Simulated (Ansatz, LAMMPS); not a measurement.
# Charge trapping in a frame of aqueous N(CH3)4+ and OH-, 1.2 mol of salt per kg of water from 280 K (163 atoms): runs compared

Aim: add and remove one electron in a frame of aqueous N(CH3)4+ and OH-, 1.2 mol of salt per kg of water from 280 K (163 atoms), with atoms held and relaxed, and read trapping energy and localisation.

Computed with Ansatz 0.2.0: Kohn-Sham DFT, PBE+D4, PAW (set soft_2), plane waves.

In doubt: warnings of the run leave room for a lower electronic state (in some of the runs), so energies may not be the lowest and differences between runs may mislead.

## (1) The cell as built

The cell holds 163 atoms: 4 C, 1 N, 109 H and 49 O. Its edges and angles: a = 11.657 Å, b = 11.657 Å, c = 11.657 Å, α = 90.0°, β = 90.0°, γ = 90.0°. 48 H2O, 1 N(CH3)4+, 1 OH- placed at random, at 1 g/cm³; overlaps pushed apart, then 10 ps at 420 K with MMFF94 bonds, angles, torsions, charges and radii (Halgren, J. Comput. Chem. 17, 490 (1996)) in harmonic and 12-6 forms; SPC/E water (Berendsen, Grigera and Straatsma, J. Phys. Chem. 91, 6269 (1987)). Snapshot after 20 ps at 280 K and fixed volume.

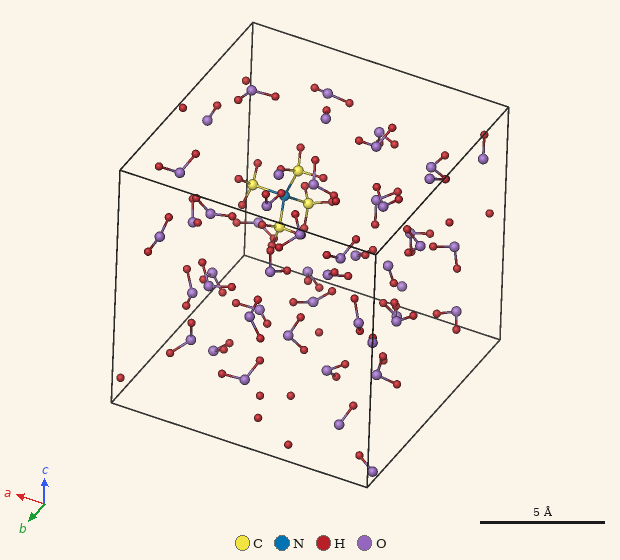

The cell as built. Bonds to atoms that aren't drawn are left out. Some periodic images of atoms are drawn too.

What the set-up can't give: The network of contacts between molecules at the start is that of the classical potential that made the cell, and needn't be the one that DFT or experiment would give. Only the Γ point is sampled, in a cell whose shortest periodic width is 12 Å. The liquid is relaxed first, so the results are those of a frozen frame at zero temperature.

## (2) The reference run

The reference is a single point at the end of the relaxation.

The charged cells start from the geometry of this run, on a uniform background, with spin and a narrow Fermi–Dirac smearing.

Its input, with most atom lines left out:

```yaml
crystal:
  lattice:
    - [11.65719, 0.0, 0.0]
    - [0.0, 11.65719, 0.0]
    - [0.0, 0.0, 11.65719]
  atoms:
    - { symbol: C, position: [0.6609, 0.30999, 0.45926] }
    - { symbol: "N", position: [0.72638, 0.20633, 0.49814] }
    - { symbol: C, position: [0.70596, 0.10833, 0.41703] }
    - { symbol: C, position: [0.68678, 0.17305, 0.61609] }
    - { symbol: C, position: [0.85199, 0.23431, 0.50025] }
    - { symbol: H, position: [0.67537, 0.37877, 0.52147] }
    - { symbol: H, position: [0.56953, 0.28868, 0.45658] }
    [... atom lines 8 to 163 left out ...]
kpoints:
  mp_grid: { grid: [1, 1, 1] }
hamiltonian:
  xc: pbe
  dispersion: d4
scf:
  occupations: { method: fixed }
output:
  forces: true
  stress: true
  populations: true
  dos:
    method: { smearing: { sigma: 0.1 } }
    de: 0.1
    projected: { site_lists: { C: [C], H: [H], "N": ["N"], O: [O] } }
  eigenvalues: true
  write_density: true
  write_potential: true
  volumetric_format: npy
```

| Property | Result |
| --- | --- |
| free energy per atom | -189.9223 eV/atom |
| r.m.s. force component | 0.00642 eV/Å |
| pressure | -0.3621 GPa |

Filled and empty levels are parted by 4.81 eV (at Γ alone); a semilocal functional tends to put such gaps too low. In a disordered cell it changes from sample to sample and from frame to frame.

## (3) The runs

Each row is one run, on 4 threads of Arm Neoverse V1, shared host. The free energy is the program's total, comparable only between runs with the same functional, potentials and atoms; between charge states it hangs on the program's zero of potential.

```
                                              run  atoms    outcome  ionic steps, all passes  free energy (eV)     time  host memory (GiB)
                        Single point at the start    163  converged                        -        -30949.532     17 s                1.8
                                       Relaxation    163  converged                       25        -30957.327  5.4 min                1.7
             Single point at the relaxed geometry    163  converged                        -        -30957.327     29 s                1.9
                    An extra electron, atoms held    163  converged                        -        -30954.961     76 s                3.3
                 An extra electron, atoms relaxed    163  converged                        2        -30954.968     70 s                3.2
An extra electron, levels at the relaxed geometry    163  converged                        -        -30954.968     77 s                3.3
          Neutral at the geometry of the electron    163  converged                        -        -30957.322     27 s                1.9
                        An extra hole, atoms held    163  converged                        -        -30954.541  2.6 min                3.3
                     An extra hole, atoms relaxed    163  converged                       34        -30954.893   41 min                3.7
              Neutral at the geometry of the hole    163  converged                        -        -30956.416     27 s                2.0
```

In some runs the program notes that the exchange-correlation potential is rough where the density is thin and starting moments were not kept. Further notices: minimisation begun.

## (4) Energies and spread of the extra charge

Energies are differences within one cell and functional; the shift is the gain plus the neutral cell's energy at the new geometry, that is how much cheaper the vertical process becomes there. The spread is the participation number of the site moments (1/Σw², over the spin inside atomic spheres), with the atom that holds the largest share and the spin that the spheres hold in all.

```
 carrier  charged less neutral, atoms held (eV)  gain on relaxing (eV)  neutral cell at that geometry, less the reference (eV)  shift of the vertical energy (eV)        spread, atoms held          spread, relaxed
electron                                  2.366                  0.006                                                   0.005                              0.011                         -                        -
    hole                                  2.786                  0.351                                                   0.911                              1.262  21; O162 14 % of 0.35 μB  3; O162 60 % of 0.37 μB
```

## (5) Findings

The extra electron gains 0.0064 eV as the atoms relax: so small a gain shows no trapping at this level. The cell with the electron keeps a moment of only 0.00 μB where one unpaired electron should give 1 μB: the carrier is shared between both spins, which can hide trapping. The extra hole gains 0.35 eV as the atoms relax, and its spin goes from about 21 to 3 atoms: the atoms trap it, with the largest share on O162. With the atoms held, the spheres hold only 0.35 of the 1.00 μB, so the spread is read from a small part of the spin. Adding the two vertical energies gives 5.15 eV, against a gap of 4.81 eV in the neutral cell. The zero of the potential cancels in this sum; the excess isn't taken apart here: charging of a small cell, filling of bands on a coarse mesh and the attraction to the background can all enter.

Caveats: Single energies of charged cells hang on the program's zero of potential. In the spin-polarised runs the search for a state of lower energy was switched off. No distortion was seeded, so a trapped state behind a barrier can't be found. Local and semilocal functionals favour spread-out charges, so trapping can be missed. The density was typed from a rule of thumb and may lie off the real one at this temperature. Charged cells carry a uniform background, with no correction for images.

The DFT runs together took 55 min of wall time.

[Logs are printed without paths, hosts, clocks, repeated set-up lines and the standing remarks that a program may print on its own settings, such as how far it seeks lower states.]

[Hosts, paths, dates, database ids (printed as entryN), source tags and the programs' standing remarks are cut or masked in the printed files.]

[The MMFF94 radii named for the starting cell were scaled by 0.96; in molecules described by MMFF94, hydrogen bound to N, O or S took a small fixed 12-6 site in their place.]
